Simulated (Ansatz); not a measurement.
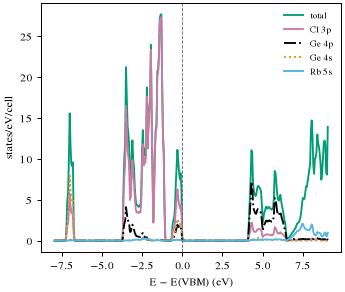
Figure. Total and projected density of states of RbGeCl3 in space group P2_1/m (No. 11; Rb on 2e, Ge on 2e, Cl on 2e, Cl on 4f), r²SCAN in the plane-wave PAW code Ansatz

**Question.** Which orbitals carry the states next to the gap?

**Answer.** Top 1 eV of the valence band: Cl 3p 55 %, Ge 4s 25 %, Ge 4p 18 %. Bottom 1 eV of the conduction band: Ge 4p 61 %, Cl 3p 20 %, outside the projected shells 10 %. Projections are on Löwdin-orthogonalised atomic valence shells; empty p or d shells of many metals are not among them.

**Question.** Where is the tallest occupied peak in this window, and what makes it?

**Answer.** Near -1.3 eV, about 28 states/eV per cell; the largest projected share is Cl 3p.

The workflow started from a Materials Project entry (that database holds measured and hypothetical structures alike); the Crystallography Open Database files this formula in space group No. 11, but the cells were not matched. Its standing as an ambient phase is unchecked. The r²SCAN relaxation kept the symmetry of its start; its stability against distortions is not shown here. Scalar-relativistic: spin–orbit coupling is off unless named, which matters more the heavier the elements.

Potentials: the later of the program's two PAW sets.
